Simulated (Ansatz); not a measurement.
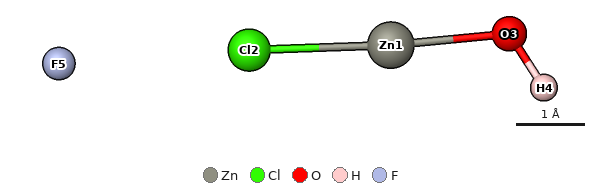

Figure 1. The starting structure (ball-and-stick view, seen on its broad side; atoms are numbered from 1 in the order of the input). Sticks mark near contacts.

# Nudged elastic band, with input and output: ZnHClOF

The run: nudged elastic band of ZnHClOF, multiplicity 2. Method and program: UKS BHLYP-D4/def2-mTZVP (Ansatz 0.2.0).

One setting was made poor on purpose. It belongs to a series of runs on one base structure; here: band between the two ends. Figures and captions count atoms from 1; the log counts them from 0 in places.

**The program's output**
```
Engine: ansatz 0.2.0, x86_64-unknown-linux-gnu
Functional definition: BHLYP
  parameter a = 0.5
  exchange = (1 - a)*b88_x + a*exact_x
  correlation = lyp_c
1010 factors; integrals over basis functions are off by at most 5.0e-4 eV
mean field evaluation 1: about -65705.9497 eV, gradient 5.5e1 eV
mean field evaluation 2: about -65349.1956 eV, gradient 1.4e2 eV
mean field evaluation 4: about -65705.4738 eV, gradient 5.0e1 eV
mean field evaluation 8: about -65720.7040 eV, gradient 1.0e0 eV
mean field evaluation 16: about -65720.7153 eV, gradient 5.6e-1 eV
mean field evaluation 32: about -65720.7909 eV, gradient 9.8e-6 eV
mean field -65720.79091584 eV, -2415.1945190052 hartree, gradient 7.6e-8 eV, S^2 0.752153; 5 other end points of the search recorded, 0 dependent functions left out
the calculation of the forces begins
reference -65720.79106878 eV, -2415.1945246254 hartree; 33, 32 occupied and 68, 69 virtual orbitals, 1010 factors
1010 factors; integrals over basis functions are off by at most 5.0e-4 eV
mean field evaluation 64: about -65721.5682 eV, gradient 9.4e-1 eV
mean field evaluation 96: about -65721.0878 eV, gradient 3.6e0 eV
mean field -65721.57281553 eV, -2415.2232532887 hartree, gradient 8.7e-6 eV, S^2 0.754884; 4 other end points of the search recorded, 0 dependent functions left out
[... from here on the field's lines of each further geometry are left out, up to the last ...]
NEB iter   1: max|band force component| = 2.865e0 eV/Å  barrier→ = 0.6687 eV  barrier← = 1.4678 eV  Δτ_max = 0.2000 Å  (936 SCF iters)
NEB iter   2: max|band force component| = 1.465e0 eV/Å  barrier→ = 0.2224 eV  barrier← = 1.0215 eV  Δτ_max = 0.2000 Å  (527 SCF iters)
NEB iter   3: max|band force component| = 7.445e-1 eV/Å  barrier→ = 0.0000 eV  barrier← = 0.7991 eV  Δτ_max = 0.1180 Å  (587 SCF iters)
NEB iter   4: max|band force component| = 4.576e-1 eV/Å  barrier→ = -0.0066 eV  barrier← = 0.7925 eV  CI = image 1  Δτ_max = 0.1473 Å  (610 SCF iters)
NEB iter   5: max|band force component| = 2.712e-1 eV/Å  barrier→ = -0.0032 eV  barrier← = 0.7959 eV  CI = image 1  Δτ_max = 0.0887 Å  (687 SCF iters)
NEB iter   6: max|band force component| = 2.515e-1 eV/Å  barrier→ = -0.0012 eV  barrier← = 0.7978 eV  CI = image 1  Δτ_max = 0.0501 Å  (706 SCF iters)
NEB iter   7: max|band force component| = 1.703e-1 eV/Å  barrier→ = -0.0005 eV  barrier← = 0.7986 eV  CI = image 1  Δτ_max = 0.0207 Å  (687 SCF iters)
NEB iter   8: max|band force component| = 5.753e-2 eV/Å  barrier→ = -0.0002 eV  barrier← = 0.7989 eV  CI = image 1  Δτ_max = 0.0203 Å  (625 SCF iters)
the calculation of the forces begins
reference -65721.47775625 eV, -2415.2197599245 hartree; 33, 32 occupied and 68, 69 virtual orbitals, 1010 factors
1010 factors; integrals over basis functions are off by at most 5.0e-4 eV
mean field evaluation 1472: about -65720.7148 eV, gradient 1.0e-4 eV
mean field evaluation 1504: about -65720.7015 eV, gradient 3.7e0 eV
mean field -65720.79124868 eV, -2415.1945312366 hartree, gradient 4.0e-7 eV, S^2 0.752130; 7 other end points of the search recorded, 0 dependent functions left out
the calculation of the forces begins
reference -65720.79140169 eV, -2415.1945368596 hartree; 33, 32 occupied and 68, 69 virtual orbitals, 1010 factors
NEB iter   9: max|band force component| = 1.315e-2 eV/Å  barrier→ = -0.0002 eV  barrier← = 0.7989 eV  CI = image 1  Δτ_max = 0.0000 Å  (1812 SCF iters)
```

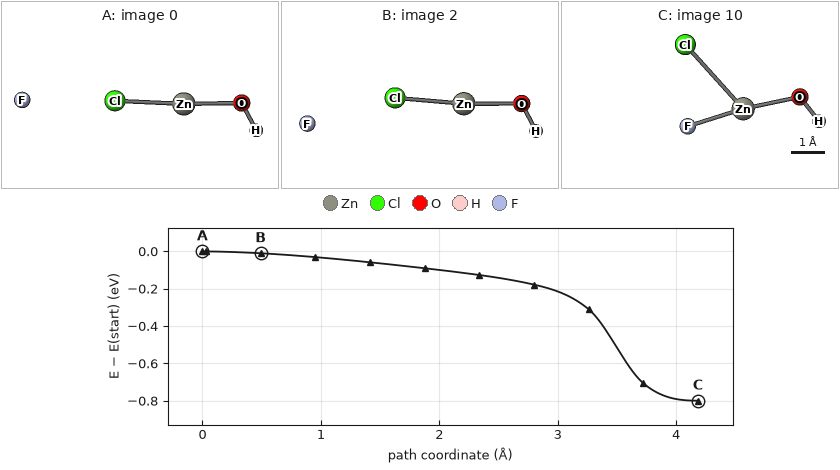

Figure 2. Images of the last band (counted from 0; ball-and-stick, seen on its broad side) above the energy along the path; the line is a cubic interpolation that uses the forces. No image lies above both ends; the end is 0.799 eV below the start. The path is 4.18 Å long. The band converged in 9 iterations.

```
Total energy: -65720.88558926 eV, -2415.1979981889 hartree
Atom 0 at     0.019387    -0.069828    -0.044618 Å, force     0.001384    -0.004985     0.001807 eV/Å
Atom 1 at    -0.011588     0.041738     2.057740 Å, force    -0.001703     0.006133     0.000033 eV/Å
Atom 2 at     0.016091    -0.057953    -1.814343 Å, force    -0.001146     0.004127    -0.004110 eV/Å
Atom 3 at     0.242978    -0.875187    -2.250050 Å, force     0.000689    -0.002483     0.003260 eV/Å
Atom 4 at    -0.012168     0.043828     4.914169 Å, force     0.000775    -0.002793    -0.000990 eV/Å
Dipole moment:     0.078632    -0.283227    -0.290378 e Å
this run last wrote the band of iteration 9 to [file]
```

**The last band as extended XYZ (Å, eV, eV/Å)**
```
5
Properties=species:S:1:pos:R:3:forces:R:3 image=0 energy=-65720.88526
Zn    0.0199   -0.0718   -0.0392    0.0017  -0.0060   0.0140
Cl   -0.0040    0.0143    2.0650   -0.0012   0.0044  -0.0128
O     0.0111   -0.0400   -1.8083   -0.0022   0.0080  -0.0104
H     0.2365   -0.8517   -2.2549    0.0012  -0.0045   0.0046
F    -0.0088    0.0317    4.9003    0.0005  -0.0019   0.0046
5
Properties=species:S:1:pos:R:3:forces:R:3 image=1 energy=-65720.88544
Zn    0.0194   -0.0698   -0.0446    0.0014  -0.0050   0.0018
Cl   -0.0116    0.0417    2.0577   -0.0017   0.0061   0.0000
O     0.0161   -0.0580   -1.8143   -0.0011   0.0041  -0.0041
H     0.2430   -0.8752   -2.2500    0.0007  -0.0025   0.0033
F    -0.0122    0.0438    4.9142    0.0008  -0.0028  -0.0010
5
Properties=species:S:1:pos:R:3:forces:R:3 image=2 energy=-65720.89531
Zn   -0.0007    0.0026   -0.0309   -0.0014   0.0049   0.0021
Cl   -0.1062    0.3826    2.0387   -0.0066   0.0238   0.0003
O     0.0464   -0.1671   -1.7918    0.0008  -0.0028  -0.0006
H     0.2837   -1.0219   -2.1407    0.0025  -0.0091   0.0092
F     0.0315   -0.1135    4.7877    0.0047  -0.0169  -0.0110
5
Properties=species:S:1:pos:R:3:forces:R:3 image=3 energy=-65720.91599
Zn   -0.0161    0.0580    0.0054   -0.0024   0.0088   0.0056
Cl   -0.1920    0.6917    2.0099   -0.0079   0.0285   0.0007
O     0.0833   -0.3000   -1.7246    0.0012  -0.0042   0.0055
H     0.3292   -1.1857   -1.9774    0.0029  -0.0106   0.0178
F     0.0504   -0.1814    4.5497    0.0062  -0.0224  -0.0296
5
Properties=species:S:1:pos:R:3:forces:R:3 image=4 energy=-65720.94368
Zn   -0.0268    0.0964    0.0497   -0.0026   0.0095   0.0072
Cl   -0.2695    0.9709    1.9577   -0.0082   0.0295  -0.0002
O     0.1258   -0.4532   -1.6251    0.0017  -0.0060   0.0131
H     0.3778   -1.3610   -1.7710    0.0021  -0.0074   0.0217
F     0.0473   -0.1705    4.2517    0.0071  -0.0256  -0.0419
5
Properties=species:S:1:pos:R:3:forces:R:3 image=5 energy=-65720.97548
Zn   -0.0359    0.1294    0.0963   -0.0028   0.0101   0.0135
Cl   -0.3391    1.2213    1.8832   -0.0071   0.0255  -0.0001
O     0.1663   -0.5992   -1.5024    0.0007  -0.0025   0.0094
H     0.4211   -1.5168   -1.5439    0.0019  -0.0069   0.0285
F     0.0422   -0.1522    3.9298    0.0073  -0.0262  -0.0513
5
Properties=species:S:1:pos:R:3:forces:R:3 image=6 energy=-65721.01170
Zn   -0.0431    0.1554    0.1480   -0.0032   0.0115   0.0231
Cl   -0.4007    1.4433    1.7932   -0.0057   0.0205  -0.0041
O     0.2030   -0.7314   -1.3618   -0.0002   0.0007   0.0129
H     0.4576   -1.6483   -1.3050    0.0011  -0.0039   0.0352
F     0.0379   -0.1364    3.5885    0.0080  -0.0288  -0.0672
5
Properties=species:S:1:pos:R:3:forces:R:3 image=7 energy=-65721.06306
Zn   -0.0440    0.1582    0.2249   -0.0047   0.0180   0.0447
Cl   -0.4540    1.6355    1.6986   -0.0088   0.0313  -0.0015
O     0.2343   -0.8436   -1.2059    0.0002  -0.0010   0.0311
H     0.4868   -1.7535   -1.0759    0.0006  -0.0023   0.0452
F     0.0317   -0.1140    3.2213    0.0128  -0.0460  -0.1195
5
Properties=species:S:1:pos:R:3:forces:R:3 image=8 energy=-65721.19469
Zn   -0.0245    0.0880    0.3845    0.0149  -0.0528   0.2221
Cl   -0.5004    1.8025    1.6021   -0.0339   0.1221   0.0301
O     0.2576   -0.9276   -1.0455   -0.0059   0.0210   0.1236
H     0.5101   -1.8376   -0.9151   -0.0033   0.0117   0.0680
F     0.0119   -0.0428    2.8369    0.0283  -0.1020  -0.4438
5
Properties=species:S:1:pos:R:3:forces:R:3 image=9 energy=-65721.59037
Zn    0.0234   -0.0842    0.6084    0.0655  -0.2358   0.3652
Cl   -0.5552    1.9999    1.4605   -0.0573   0.2065  -0.0074
O     0.2723   -0.9807   -0.9160   -0.0184   0.0663   0.1058
H     0.5260   -1.8946   -0.8063   -0.0131   0.0470  -0.0086
F    -0.0117    0.0422    2.5164    0.0233  -0.0841  -0.4550
5
Properties=species:S:1:pos:R:3:forces:R:3 image=10 energy=-65721.68433
Zn    0.0958   -0.3452    0.8296   -0.0009   0.0033  -0.0010
Cl   -0.6074    2.1879    1.1792    0.0006  -0.0023  -0.0007
O     0.2754   -0.9920   -0.8094    0.0036  -0.0129   0.0052
H     0.5300   -1.9090   -0.8726   -0.0039   0.0141   0.0003
F    -0.0391    0.1410    2.5361    0.0006  -0.0022  -0.0037
```

This output came from the following input.

**Input**
```yaml
crystal:
  periodic: [false, false, false]
  atoms:
    - { symbol: Zn, position_ang: [0.019931, -0.071788, -0.039168] }
    - { symbol: Cl, position_ang: [-0.003978, 0.014327, 2.06499] }
    - { symbol: O, position_ang: [0.011098, -0.039973, -1.808332] }
    - { symbol: H, position_ang: [0.236463, -0.851713, -2.254881] }
    - { symbol: F, position_ang: [-0.008814, 0.031746, 4.90029] }
magnetization:
  spin_polarized: true
  initial_magnetization: 1
basis:
  gaussian: { orbitals: def2-mTZVP }
hamiltonian:
  xc: { name: BHLYP }
  dispersion: d4
neb:
  order_check: false
  images: 9
  f_tol: 0.05
  max_iterations: 60
  initial_path: linear
  final_atoms:
    - { symbol: Zn, position_ang: [0.12470884, -0.44921549, 0.70743958] }
    - { symbol: Cl, position_ang: [-0.43154074, 1.55446, 2.35354514] }
    - { symbol: O, position_ang: [0.05452181, -0.19640776, -1.04412728] }
    - { symbol: H, position_ang: [0.26457944, -0.9529797, -1.58560712] }
    - { symbol: F, position_ang: [0.24243065, -0.87325805, 2.43164868] }
```

Launched with:
```bash
ansatz run input.yaml --threads 4 --pin off --max-ram 5120MiB --backend cpu --events-out ev --progress --plain --runs-dir out
```

**Summary**

- outcome: converged
- barrier, forward: 0.000 eV
- barrier, backward: 0.799 eV
- hardware: 4 threads of AMD EPYC (Zen 5), 32 GiB of memory available, shared host
- wall time: 2 min (CPU time 7.4 min)
- peak memory: 0.39 GiB

**Notes**

A deliberately poor setting: straight start. The order of the saddle point was not checked.
